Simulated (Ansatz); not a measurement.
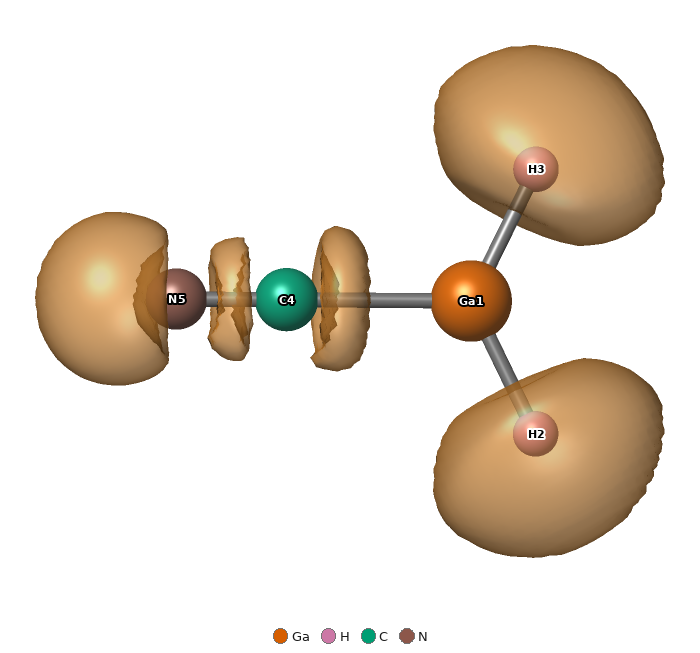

Figure. CH$_{2}$GaN. Isosurface of the ELF at 0.8 (orange), seen across its widest extent. Core shells and regions of very low density are left out.

Geometry: PBE-D4/def2-TZVP.

Theory: RKS PBE0-D4/def2-TZVP in Ansatz.

```yaml
atoms:
  - { symbol: Ga, position_ang: [0.3710, 0.6429, 0.0085] }
  - { symbol: H, position_ang: [1.9276, 0.5317, 0.0573] }
  - { symbol: H, position_ang: [-0.5007, 1.9379, -0.0244] }
  - { symbol: C, position_ang: [-0.6080, -1.0504, -0.0144] }
  - { symbol: N, position_ang: [-1.1898, -2.0621, -0.0271] }
```

Question: Identify the bonds, lone pairs and shells in this picture.

Answer: The surface consists of one region between bonded C–N atoms (shared pairs), two regions around hydrogen nuclei, one lobe of the valence shell of C pointing towards Ga (polar bonds) and one lobe on N, pointing away from the bonds (lone pairs). Profiles from the grid: C–N (1.17 Å): the ELF peaks at about 0.90 between the atoms: a multiple bond. C–Ga (1.96 Å): the ELF peaks at about 0.95 in the valence shell of C, 0.7 Å from its nucleus, and is about 0.45 at the midpoint.
